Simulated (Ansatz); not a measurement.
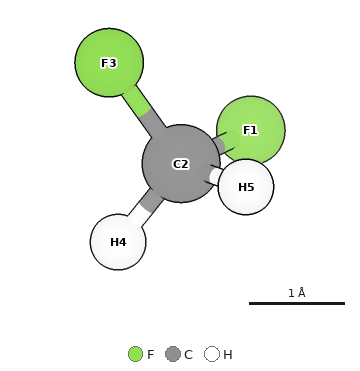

**Figure 1.** The structure (ball-and-stick view, seen at a tilt; atoms are numbered from 1 in the order of the input). Bond lengths as drawn: C–F 1.35 Å and C–H 1.09 Å.

# CH$_{2}$F$_{2}$: a changed input and its effect

System: CH$_{2}$F$_{2}$, SMILES FCF.
Method of the first run: RKS CAM-B3LYP-D4/def2-TZVP (Ansatz 0.2.0).

Text and figures count atoms from 1; the logs count them from 0 in places.

Input file, the first run:
```yaml
crystal:
  periodic: [false, false, false]
  atoms:
    - { symbol: F, position_ang: [1.226824, -0.263486, 0.197834] }
    - { symbol: C, position_ang: [-0.113531, -0.114198, 0.069537] }
    - { symbol: F, position_ang: [-0.350959, 0.943935, -0.742539] }
    - { symbol: H, position_ang: [-0.524615, -1.015185, -0.397641] }
    - { symbol: H, position_ang: [-0.539878, 0.096848, 1.055799] }
basis:
  gaussian: { orbitals: def2-TZVP }
hamiltonian:
  xc: { name: CAM-B3LYP }
  dispersion: d4
output:
  forces: true
```

Command:
```bash
ansatz run input.yaml --threads 1 --pin off --max-ram 2560MiB --backend cpu --events-out ev --progress --plain --runs-dir out
```

Hardware: 1 thread of Arm Neoverse N1, 98 GiB of memory available, shared host.

Output (the first run):
```
Engine: ansatz 0.2.0, aarch64-unknown-linux-gnu
Functional definition: CAM-B3LYP
  parameter alpha = 0.19
  parameter beta = 0.46
  parameter omega = 0.33/bohr
  parameter ac = 0.81
  exchange = (1 - alpha - beta)*b88_x + beta*b88_x_sr(omega) + alpha*exact_x + beta*exact_x_lr(omega)
  correlation = (1 - ac)*vwn5_c + ac*lyp_c
580 factors; their error is unknown
135 factors; integrals over basis functions are off by at most 1.1e-5 eV
mean field evaluation 1: about -6503.0208 eV, gradient 3.1e1 eV
mean field evaluation 2: about -6502.8147 eV, gradient 3.5e1 eV
mean field evaluation 4: about -6504.2802 eV, gradient 8.6e-1 eV
mean field evaluation 8: about -6504.2900 eV, gradient 3.3e-1 eV
mean field evaluation 16: about -6504.2901 eV, gradient 7.3e-6 eV
mean field -6504.29012447 eV, -239.0282533081 hartree, gradient 7.3e-6 eV, S^2 0.000000; 0 other end points of the search recorded, 0 dependent functions left out
the calculation of the forces begins
reference -6504.29020071 eV, -239.0282561099 hartree; 13, 13 occupied and 92, 92 virtual orbitals, 580 factors
Total energy: -6504.31891419 eV, -239.0293113108 hartree
Atom 0 at     1.226824    -0.263486     0.197834 Å, force    -0.014166     0.001069    -0.000967 eV/Å
Atom 1 at    -0.113531    -0.114198     0.069537 Å, force    -0.095266    -0.076571     0.057584 eV/Å
Atom 2 at    -0.350959     0.943935    -0.742539 Å, force     0.002250    -0.012679     0.009724 eV/Å
Atom 3 at    -0.524615    -1.015185    -0.397641 Å, force     0.052560     0.119226     0.065032 eV/Å
Atom 4 at    -0.539878     0.096848     1.055799 Å, force     0.054622    -0.031045    -0.131374 eV/Å
Dipole moment:    -0.282581    -0.232906     0.175230 e Å
```

The input of the second run differs as follows (lines with − go, lines with + come):
```diff
-    - { symbol: H, position_ang: [-0.524615, -1.015185, -0.397641] }
-    - { symbol: H, position_ang: [-0.539878, 0.096848, 1.055799] }
+    - { symbol: H, position_ang: [-0.497961, -0.956765, -0.367349] }
+    - { symbol: H, position_ang: [-0.512233, 0.083164, 0.99185] }
```

Predict how the results change.

On the same kind of shared host the second run took about 0.008 times as long.

Output (the second run):
```
Engine: ansatz 0.2.0, aarch64-unknown-linux-gnu
Functional definition: CAM-B3LYP
  parameter alpha = 0.19
  parameter beta = 0.46
  parameter omega = 0.33/bohr
  parameter ac = 0.81
  exchange = (1 - alpha - beta)*b88_x + beta*b88_x_sr(omega) + alpha*exact_x + beta*exact_x_lr(omega)
  correlation = (1 - ac)*vwn5_c + ac*lyp_c
580 factors; their error is unknown
135 factors; integrals over basis functions are off by at most 9.6e-6 eV
mean field evaluation 1: about -6502.8896 eV, gradient 3.0e1 eV
mean field evaluation 2: about -6502.8730 eV, gradient 3.3e1 eV
mean field evaluation 4: about -6504.1107 eV, gradient 8.8e-1 eV
mean field evaluation 8: about -6504.1210 eV, gradient 3.1e-1 eV
mean field evaluation 16: about -6504.1212 eV, gradient 8.8e-6 eV
mean field -6504.12115053 eV, -239.0220436304 hartree, gradient 8.8e-6 eV, S^2 0.000000; 0 other end points of the search recorded, 0 dependent functions left out
the calculation of the forces begins
reference -6504.12122411 eV, -239.0220463343 hartree; 13, 13 occupied and 92, 92 virtual orbitals, 580 factors
Total energy: -6504.14986452 eV, -239.0230988501 hartree
Atom 0 at     1.226824    -0.263486     0.197834 Å, force     0.189590    -0.017812     0.015619 eV/Å
Atom 1 at    -0.113531    -0.114198     0.069537 Å, force     1.836658     1.515113    -1.139934 eV/Å
Atom 2 at    -0.350959     0.943935    -0.742539 Å, force    -0.029041     0.148273    -0.113750 eV/Å
Atom 3 at    -0.497961    -0.956765    -0.367349 Å, force    -0.979365    -2.224562    -1.213103 eV/Å
Atom 4 at    -0.512233     0.083164     0.991850 Å, force    -1.017843     0.578989     2.451167 eV/Å
Dipole moment:    -0.291790    -0.240494     0.180939 e Å
```

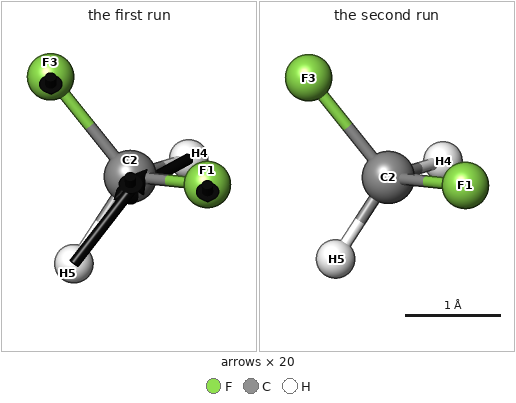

**Figure 2.** The two input geometries at one scale (ball-and-stick view, seen at a tilt). The black arrows on the first give the shifts of the atoms after the best rigid fit, magnified 20 times. The largest moves after the best rigid fit, 0.064 Å, are those of H4 and H5. By element the largest moves are H 0.064 Å, F 0.016 Å, C 0.016 Å. Among the contacts that change: C2–H4 1.095 → 1.024 Å.

The two runs side by side:

```csv
quantity,the first run,the second run
outcome,converged,converged
total energy (hartree),–,−239.023099
largest force (eV/Å),–,2.717
basis functions,–,105
wall time (shared host),6.9 min,3.3 s
```
